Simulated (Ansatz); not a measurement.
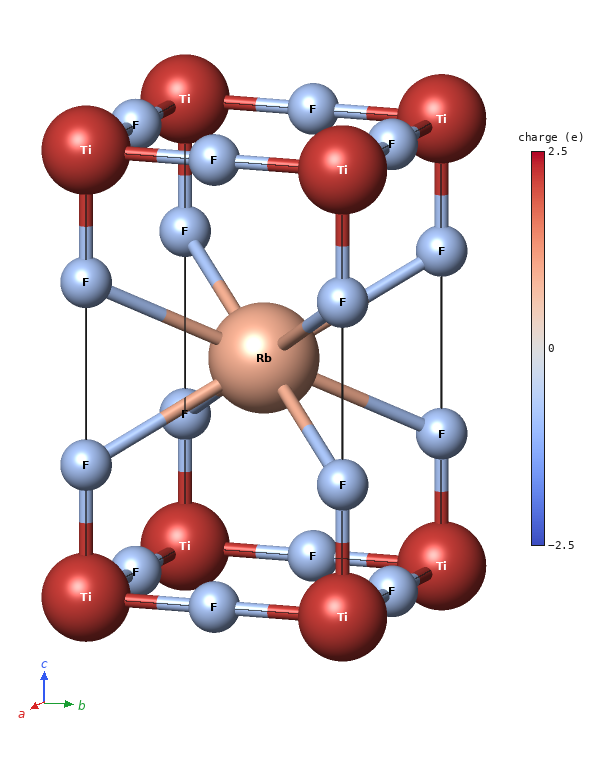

A ball-and-stick rendering, viewed slightly off an axis. The frame is the simulation cell; atoms at its boundary are shown with their periodic copies. The atoms of this RbTiF4 cell are coloured by their Bader charge.

The calculation used Ansatz 0.2.0, DFT, PAW plane waves, r2SCAN, with a 500 eV plane-wave basis, k-points on an 8×8×5 grid, Fermi-Dirac smearing of 0.03 eV, no spin polarisation.

> Describe the charge distribution among the elements.

Most positive: Ti; most negative: F. Charges: about Rb +0.9 e; Ti +2.2 e; F -0.8 e.

The initial geometry was a generated cell, made by putting these elements into a known structure type (the compound may or may not exist in this form). It is drawn as it came out of a relaxation with DFT, PAW plane waves, r2SCAN in Ansatz 0.2.0.
